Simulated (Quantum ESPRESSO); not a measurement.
# Ti(0001), 5 layers against a metal electrode: a series in the charge of the slab, part 3 of 4

What law, if any, do the results for Ti(0001), 5 layers against a metal electrode follow against the charge of the slab?

Quantum ESPRESSO 7.5; plane-wave DFT, PBE, GBRV ultrasoft pseudopotentials.

So far. Step 2 (Variable-cell relaxation of the reference):  The last row is no step: it is a fresh SCF in the final cell with a new plane-wave basis, +0 meV from the row before. Step 3 (Relaxation with pw.x of the reference): The relaxation lowers the energy by 19 meV an atom. On the free atoms the largest force ends at 0.020 eV/Å.

### 4. SCF with pw.x, 0 ×10¹³ e/cm²

A run under open boundaries on these atoms gives the vacuum levels.

Input file m2.esm.in:

```
&control
  prefix = 'm2.esm'
  outdir = './out'
  pseudo_dir = './pseudo'
  calculation = 'scf'
  tprnfor = .true.
/
&system
  ibrav = 0
  nat = 5
  ntyp = 1
  ecutwfc = 40
  ecutrho = 200
  occupations = 'smearing'
  smearing = 'mv'
  degauss = 0.02
  assume_isolated = 'esm'
  esm_bc = 'bc3'
  tot_charge = 0.0
/
&electrons
  conv_thr = 1e-08
  mixing_beta = 0.25
  electron_maxstep = 160
  mixing_mode = 'local-TF'
  mixing_ndim = 12
/
ATOMIC_SPECIES
  Ti  47.8670  ti_pbe_v1.4.uspp.F.UPF
CELL_PARAMETERS angstrom
  2.93894489800000 0.00000000000000 0.00000000000000
  1.46947244900000 2.54520094199067 0.00000000000000
  0.00000000000000 0.00000000000000 24.16851833750476
ATOMIC_POSITIONS crystal
  Ti  0.000000000000 0.000000000000 -0.125845472496
  Ti  0.666666666700 0.666666666700 -0.036355966996
  Ti  0.000000000000 0.000000000000 0.062064210104
  Ti  0.666666666700 0.666666666700 0.160484387204
  Ti  0.000000000000 0.000000000000 0.249973892704
K_POINTS automatic
  12 12 1 0 0 0
```

Started as:

```sh
$ OMP_NUM_THREADS=1 mpirun -n 4 pw.x -nk 4 -in m2.esm.in > m2.esm.out
```

What it wrote:

```text
[banner, memory and clock lines left out]
Program PWSCF v.7.5 starts
[citation notice left out]

[...]
Message from routine setup:
[...]
bravais-lattice index     =            0
     lattice parameter (alat)  =       5.5538  a.u.
     unit-cell volume          =    1220.0009 (a.u.)^3
     number of atoms/cell      =            5
     number of atomic types    =            1
     number of electrons       =        60.00
     number of Kohn-Sham states=           36
     kinetic-energy cutoff     =      40.0000  Ry
     charge density cutoff     =     200.0000  Ry
     scf convergence threshold =      1.0E-08
     mixing beta               =       0.2500
     number of iterations used =           12  local-TF  mixing
     Exchange-correlation=  SLA  PW   PBX  PBC
                           (   1   4   3   4   0   0   0)

     Effective Screening Medium Method
     Boundary Conditions: Vacuum-Slab-Metal
     total charge in unit cell        =   0.0000
     grid points for fit at edges     =        4

[...]
PseudoPot. # 1 for Ti read from file:
     ./pseudo/ti_pbe_v1.4.uspp.F.UPF
     Pseudo is Ultrasoft + core correction, Zval = 12.0
     Generated by new atomic code, or converted to UPF format
     Using radial grid of  851 points,  6 beta functions with:
                l(1) =   0
                l(2) =   0
                l(3) =   1
                l(4) =   1
                l(5) =   2
                l(6) =   2
     Q(r) pseudized with  6 coefficients,  rinner =    1.000   1.000   1.000
                                                       1.000   1.000

     atomic species   valence    mass     pseudopotential
     Ti               12.00    47.86700     Ti( 1.00)

      6 Sym. Ops. (no inversion) found

[...]
number of k points=    19  Marzari-Vanderbilt smearing, width (Ry)=  0.0200
[...]
Dense  grid:    58381 G-vectors     FFT dimensions: (  25,  25, 216)

     Smooth grid:    41787 G-vectors     FFT dimensions: (  24,  24, 192)

     Check: negative core charge=   -0.000004

     Initial potential from superposition of free atoms

     starting charge      54.9998, renormalised to      60.0000

     negative rho (up, down):  1.213E-02 0.000E+00
     Starting wfcs are   50 randomized atomic wfcs

     per-process dynamical memory:    54.8 Mb

     Self-consistent Calculation

     iteration #  1     ecut=    40.00 Ry     beta= 0.25
     Davidson diagonalization with overlap
     ethr =  1.00E-02,  avg # of iterations =  6.6

     negative rho (up, down):  1.097E-02 0.000E+00

     total energy              =    -596.37964896 Ry
     estimated scf accuracy    <       2.23768047 Ry

     iteration #  2     ecut=    40.00 Ry     beta= 0.25
[...]
negative rho (up, down):  8.411E-03 0.000E+00

[...]
total energy              =    -595.57055426 Ry
     estimated scf accuracy    <       1.64172268 Ry

     iteration #  3     ecut=    40.00 Ry     beta= 0.25
[...]
negative rho (up, down):  9.205E-03 0.000E+00

[...]
total energy              =    -596.04984987 Ry
     estimated scf accuracy    <       0.27615073 Ry

     iteration #  4     ecut=    40.00 Ry     beta= 0.25
[...]
c_bands:  1 eigenvalues not converged
     c_bands:  4 eigenvalues not converged
[...]
negative rho (up, down):  9.645E-03 0.000E+00

[...]
total energy              =    -596.20465607 Ry
     estimated scf accuracy    <       0.57038549 Ry

     iteration #  5     ecut=    40.00 Ry     beta= 0.25
[...]
negative rho (up, down):  9.756E-03 0.000E+00

[...]
total energy              =    -596.20149912 Ry
     estimated scf accuracy    <       0.45614321 Ry

     iteration #  6     ecut=    40.00 Ry     beta= 0.25
[...]
negative rho (up, down):  8.940E-03 0.000E+00

[...]
total energy              =    -596.02377924 Ry
     estimated scf accuracy    <       0.43097837 Ry

[...]
iteration # 32     ecut=    40.00 Ry     beta= 0.25
[...]
c_bands:  1 eigenvalues not converged
     c_bands:  1 eigenvalues not converged
[...]
negative rho (up, down):  7.086E-03 0.000E+00

[...]
total energy              =    -596.12076448 Ry
     estimated scf accuracy    <       0.00000036 Ry

     iteration # 33     ecut=    40.00 Ry     beta= 0.25
[...]
negative rho (up, down):  7.080E-03 0.000E+00

[...]
total energy              =    -596.12077324 Ry
     estimated scf accuracy    <       0.00000007 Ry

     iteration # 34     ecut=    40.00 Ry     beta= 0.25
[...]
negative rho (up, down):  7.080E-03 0.000E+00

[...]
total energy              =    -596.12077166 Ry
     estimated scf accuracy    <       0.00000005 Ry

     iteration # 35     ecut=    40.00 Ry     beta= 0.25
[...]
c_bands:  2 eigenvalues not converged
     c_bands:  1 eigenvalues not converged
[...]
negative rho (up, down):  7.079E-03 0.000E+00

[...]
End of self-consistent calculation

          k = 0.0000 0.0000 0.0000 (  5263 PWs)   bands (ev):

   -61.2972 -61.2962 -61.1734 -61.0851 -61.0677 -37.8318 -37.7822 -37.5427
   -37.2644 -37.2644 -37.2640 -37.2640 -37.2425 -37.1381 -37.1381 -37.1324
   -37.0828 -37.0828 -37.0678 -37.0678 -10.3273  -9.6588  -8.6375  -7.7247
    -7.1997  -4.7013  -4.5519  -4.0190  -4.0166  -3.8131  -3.8085  -3.7656
    -3.7637  -3.7192  -3.7167  -3.5852

          k = 0.0000 0.0962 0.0000 (  5275 PWs)   bands (ev):

   -61.2913 -61.2905 -61.1680 -61.0813 -61.0645 -37.8194 -37.7742 -37.5445
   -37.3174 -37.2992 -37.2730 -37.2725 -37.2335 -37.1614 -37.1465 -37.1342
   -37.1061 -37.0941 -37.0888 -37.0726 -10.1360  -9.4733  -8.4614  -7.5542
    -7.0388  -4.8021  -4.5601  -4.2647  -4.1797  -3.8914  -3.8713  -3.7673
    -3.6984  -3.6789  -3.5847  -3.5368

[...]
the Fermi energy is    -4.4370 ev

!    total energy              =    -596.12076231 Ry
     estimated scf accuracy    <          5.9E-09 Ry
     smearing contrib. (-TS)   =      -0.00073609 Ry
     internal energy E=F+TS    =    -596.12002622 Ry

     The total energy is F=E-TS. E is the sum of the following terms:
     one-electron contribution =  -55885.30340539 Ry
     hartree contribution      =   27923.35647541 Ry
     xc contribution           =     -90.10522839 Ry
     ewald contribution        =   27455.93213215 Ry

     convergence has been achieved in  35 iterations

     negative rho (up, down):  7.079E-03 0.000E+00

     Forces acting on atoms (cartesian axes, Ry/au):

     atom    1 type  1   force =     0.00000000    0.00000000   -0.00039044
     atom    2 type  1   force =     0.00000000    0.00000000    0.00073830
     atom    3 type  1   force =     0.00000000    0.00000000   -0.00004388
     atom    4 type  1   force =     0.00000000    0.00000000   -0.00093329
     atom    5 type  1   force =    -0.00000000   -0.00000000    0.00017474

     Total force =     0.001265     Total SCF correction =     0.000403
     SCF correction compared to forces is large: reduce conv_thr to get better values

[...]
```

It took 73 s on 4 MPI ranks of Intel Xeon Platinum 8488C (Sapphire Rapids), shared host; peak memory 0.55 GiB; 4.9 min of CPU time.

Numbers from this step:

- Fermi energy: -4.437 eV
- vacuum line at the lower end of the cell, over the Fermi level: 4.434 eV
- slope of the potential above: 8.48e-4 eV/Å
- vacuum line at the upper end of the cell, over the Fermi level: 4.437 eV

The potential energy, planar mean oscillates, so the rows of the table below give means over windows of 2.35 Å about each position, cut where the curve ends. Its maxima inside the range that stand out by 2 % of the span (Å: eV): -2.0: -1.46, 0.3: -0.248, 2.7: -0.238, 4.9: -1.42. Its minima: -3.0: -19.7, -0.9: -19.5, 1.4: -19.3, 3.9: -19.4, 6.0: -19.7.

Electrostatic potential energy of an electron; zero at the Fermi level. Table of potential energy, planar mean by z; means over each step:

```
 z (Å)  potential energy, planar mean (eV)
-10.90                                4.43
 -8.55                                4.43
 -6.21                                4.29
 -3.86                               -6.27
 -1.51                               -9.73
  0.84                               -8.58
  3.19                               -8.61
  5.54                               -9.60
  7.89                                2.32
 10.24                                4.42
```

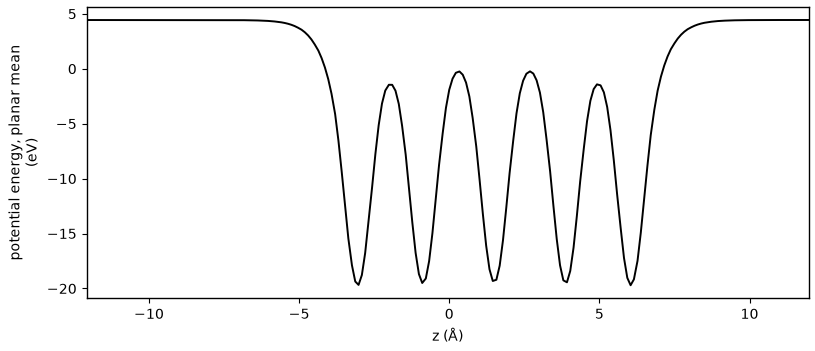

Potential energy, planar mean, plotted against z.

Inside the slab this potential holds the local part of the pseudopotentials, which can be repulsive at the nuclei; only its value in the vacuum has a meaning of its own.

### 5. Ground state, 1 ×10¹³ e/cm²

m3.esm.in, as its differences from the input of step 4:

```diff
@@ -1,3 +1,3 @@
 &control
-  prefix = 'm2.esm'
+  prefix = 'm3.esm'
   outdir = './out'
@@ -18,3 +18,3 @@
   esm_bc = 'bc3'
-  tot_charge = 0.0
+  tot_charge = 0.00754
 /
@@ -26,2 +26,3 @@
   mixing_ndim = 12
+  startingpot = 'file'
 /
```

Started as:

```sh
$ cp -r out/m2.esm.save out/m3.esm.save
$ OMP_NUM_THREADS=1 mpirun -n 4 pw.x -nk 4 -in m3.esm.in > m3.esm.out
```

What it wrote:

```text
[banner, memory and clock lines left out]
Program PWSCF v.7.5 starts
[...]
Message from routine setup:
[...]
number of electrons       =        59.99
     number of Kohn-Sham states=           36
     kinetic-energy cutoff     =      40.0000  Ry
     charge density cutoff     =     200.0000  Ry
[...]
number of k points=    19  Marzari-Vanderbilt smearing, width (Ry)=  0.0200
[...]
Dense  grid:    58381 G-vectors     FFT dimensions: (  25,  25, 216)
[...]
The initial density is read from file :
[...]
negative rho (up, down):  7.078E-03 0.000E+00
     Starting wfcs are   50 randomized atomic wfcs
[...]
negative rho (up, down):  6.850E-03 0.000E+00
[...]
estimated scf accuracy    <       5.28965535 Ry
[...]
negative rho (up, down):  6.540E-03 0.000E+00
[...]
estimated scf accuracy    <       0.16626727 Ry
[...]
negative rho (up, down):  6.287E-03 0.000E+00
[...]
estimated scf accuracy    <       0.03690028 Ry
[...]
negative rho (up, down):  6.288E-03 0.000E+00
[...]
estimated scf accuracy    <       0.15365295 Ry
[...]
negative rho (up, down):  5.990E-03 0.000E+00
[...]
estimated scf accuracy    <       0.01948126 Ry
[...]
negative rho (up, down):  5.920E-03 0.000E+00
[...]
estimated scf accuracy    <       0.00704363 Ry
[...]
negative rho (up, down):  6.080E-03 0.000E+00
[...]
estimated scf accuracy    <       0.00938681 Ry
[...]
negative rho (up, down):  6.195E-03 0.000E+00
[...]
estimated scf accuracy    <       0.06121173 Ry
[...]
negative rho (up, down):  6.250E-03 0.000E+00
[...]
estimated scf accuracy    <       0.00807850 Ry
[...]
negative rho (up, down):  6.379E-03 0.000E+00
[...]
estimated scf accuracy    <       0.00848234 Ry
[...]
negative rho (up, down):  6.442E-03 0.000E+00
[...]
estimated scf accuracy    <       0.00263945 Ry
[...]
negative rho (up, down):  6.456E-03 0.000E+00
[...]
estimated scf accuracy    <       0.00277075 Ry
[...]
negative rho (up, down):  7.109E-03 0.000E+00
[...]
estimated scf accuracy    <       0.00000043 Ry
[...]
negative rho (up, down):  7.123E-03 0.000E+00
[...]
estimated scf accuracy    <       0.00000226 Ry
[...]
negative rho (up, down):  7.132E-03 0.000E+00
[...]
estimated scf accuracy    <       0.00000100 Ry
[...]
negative rho (up, down):  7.134E-03 0.000E+00
[...]
estimated scf accuracy    <       0.00000003 Ry
[...]
negative rho (up, down):  7.133E-03 0.000E+00
[...]
estimated scf accuracy    <       0.00000043 Ry
[...]
negative rho (up, down):  7.128E-03 0.000E+00
[...]
estimated scf accuracy    <       0.00000009 Ry
[...]
negative rho (up, down):  7.127E-03 0.000E+00
[...]
estimated scf accuracy    <       0.00000001 Ry
[...]
negative rho (up, down):  7.129E-03 0.000E+00
[...]
estimated scf accuracy    <       0.00000007 Ry
[...]
negative rho (up, down):  7.132E-03 0.000E+00
[...]
estimated scf accuracy    <       0.00000002 Ry
[...]
negative rho (up, down):  7.135E-03 0.000E+00
[...]
the Fermi energy is    -5.1263 ev
!    total energy              =    -596.11793177 Ry
     estimated scf accuracy    <          8.5E-09 Ry
     smearing contrib. (-TS)   =      -0.00080076 Ry
     internal energy E=F+TS    =    -596.11713102 Ry
[...]
one-electron contribution =  -55882.27292825 Ry
     hartree contribution      =   27920.32724237 Ry
     xc contribution           =     -90.10357728 Ry
     ewald contribution        =   27455.93213215 Ry
     convergence has been achieved in  50 iterations
     negative rho (up, down):  7.135E-03 0.000E+00
[...]
Total force =     0.001163     Total SCF correction =     0.000392
[...]
```

Elapsed: 1.8 min, on 4 MPI ranks; peak memory 0.46 GiB; 7 min of CPU time.

This step gave:

| Quantity | Value |
| --- | --- |
| Fermi energy | -5.126 eV |
| vacuum line at the lower end of the cell, over the Fermi level | 4.436 eV |
| slope of the potential above | 0.1837 eV/Å |
| vacuum line at the upper end of the cell, over the Fermi level | 5.127 eV |

Inside the slab this potential holds the local part of the pseudopotentials, which can be repulsive at the nuclei; only its value in the vacuum has a meaning of its own.

### 6. SCF with pw.x, -1.5 ×10¹³ e/cm²

m1.esm.in, as its differences from the input of step 5:

```diff
@@ -1,3 +1,3 @@
 &control
-  prefix = 'm3.esm'
+  prefix = 'm1.esm'
   outdir = './out'
@@ -18,3 +18,3 @@
   esm_bc = 'bc3'
-  tot_charge = 0.00754
+  tot_charge = -0.0113
 /
```

Started as:

```sh
$ cp -r out/m2.esm.save out/m1.esm.save
$ OMP_NUM_THREADS=1 mpirun -n 4 pw.x -nk 4 -in m1.esm.in > m1.esm.out
```

What it wrote:

```text
[banner, memory and clock lines left out]
Program PWSCF v.7.5 starts
[...]
Message from routine setup:
[...]
number of electrons       =        60.01
     number of Kohn-Sham states=           36
     kinetic-energy cutoff     =      40.0000  Ry
     charge density cutoff     =     200.0000  Ry
[...]
number of k points=    19  Marzari-Vanderbilt smearing, width (Ry)=  0.0200
[...]
Dense  grid:    58381 G-vectors     FFT dimensions: (  25,  25, 216)
[...]
The initial density is read from file :
[...]
negative rho (up, down):  7.081E-03 0.000E+00
     Starting wfcs are   50 randomized atomic wfcs
[...]
negative rho (up, down):  7.806E-03 0.000E+00
[...]
estimated scf accuracy    <      10.86809677 Ry
[...]
negative rho (up, down):  8.331E-03 0.000E+00
[...]
estimated scf accuracy    <       0.02120110 Ry
[...]
negative rho (up, down):  8.394E-03 0.000E+00
[...]
estimated scf accuracy    <       0.14032797 Ry
[...]
negative rho (up, down):  9.182E-03 0.000E+00
[...]
estimated scf accuracy    <       0.09646722 Ry
[...]
negative rho (up, down):  8.972E-03 0.000E+00
[...]
estimated scf accuracy    <       0.04023179 Ry
[...]
negative rho (up, down):  9.493E-03 0.000E+00
[...]
estimated scf accuracy    <       0.07570200 Ry
[...]
negative rho (up, down):  9.537E-03 0.000E+00
[...]
estimated scf accuracy    <       0.00514550 Ry
[...]
negative rho (up, down):  9.566E-03 0.000E+00
[...]
estimated scf accuracy    <       0.01007764 Ry
[...]
negative rho (up, down):  9.203E-03 0.000E+00
[...]
estimated scf accuracy    <       0.01160869 Ry
[...]
negative rho (up, down):  9.079E-03 0.000E+00
[...]
estimated scf accuracy    <       0.01127563 Ry
[...]
negative rho (up, down):  8.630E-03 0.000E+00
[...]
estimated scf accuracy    <       0.01215061 Ry
[...]
negative rho (up, down):  8.361E-03 0.000E+00
[...]
estimated scf accuracy    <       0.01446661 Ry
[...]
negative rho (up, down):  7.000E-03 0.000E+00
[...]
estimated scf accuracy    <       0.00000455 Ry
[...]
negative rho (up, down):  6.998E-03 0.000E+00
[...]
estimated scf accuracy    <       0.00000024 Ry
[...]
negative rho (up, down):  6.989E-03 0.000E+00
[...]
estimated scf accuracy    <       0.00000027 Ry
[...]
negative rho (up, down):  6.985E-03 0.000E+00
[...]
estimated scf accuracy    <       0.00000004 Ry
[...]
negative rho (up, down):  6.988E-03 0.000E+00
[...]
estimated scf accuracy    <       0.00000009 Ry
[...]
negative rho (up, down):  6.983E-03 0.000E+00
[...]
estimated scf accuracy    <       0.00000002 Ry
[...]
negative rho (up, down):  6.983E-03 0.000E+00
[...]
estimated scf accuracy    <       0.00000002 Ry
[...]
negative rho (up, down):  6.982E-03 0.000E+00
[...]
estimated scf accuracy    <       0.00000002 Ry
[...]
negative rho (up, down):  6.982E-03 0.000E+00
[...]
estimated scf accuracy    <       0.00000001 Ry
[...]
negative rho (up, down):  6.981E-03 0.000E+00
[...]
the Fermi energy is    -3.4291 ev
!    total energy              =    -596.12449144 Ry
     estimated scf accuracy    <          7.5E-09 Ry
     smearing contrib. (-TS)   =      -0.00063585 Ry
     internal energy E=F+TS    =    -596.12385559 Ry
[...]
one-electron contribution =  -55889.77017602 Ry
     hartree contribution      =   27927.82209227 Ry
     xc contribution           =     -90.10790399 Ry
     ewald contribution        =   27455.93213215 Ry
     convergence has been achieved in  58 iterations
     negative rho (up, down):  6.981E-03 0.000E+00
[...]
Total force =     0.001445     Total SCF correction =     0.000248
[...]
```

Elapsed: 2 min, on 4 MPI ranks; peak memory 0.57 GiB; 7.9 min of CPU time.

This step gave:

* Fermi energy: -3.429 eV
* vacuum line at the lower end of the cell, over the Fermi level: 4.444 eV
* slope of the potential above: -0.2729 eV/Å
* vacuum line at the upper end of the cell, over the Fermi level: 3.429 eV

Inside the slab this potential holds the local part of the pseudopotentials, which can be repulsive at the nuclei; only its value in the vacuum has a meaning of its own.

(Continued in part 4 of 4.)

[Logs are printed without paths, hosts, clocks, repeated set-up lines and the standing remarks that a program may print on its own settings, such as how far it seeks lower states.]

[Hosts, paths, dates, database ids (printed as entryN), source tags and the programs' standing remarks are cut or masked in the printed files.]

[Maps of the electrostatic potential energy from Ansatz leave out the sawtooth potential of an applied field or a dipole correction, so their vacuum need not be flat; planar profiles and work functions include it.]
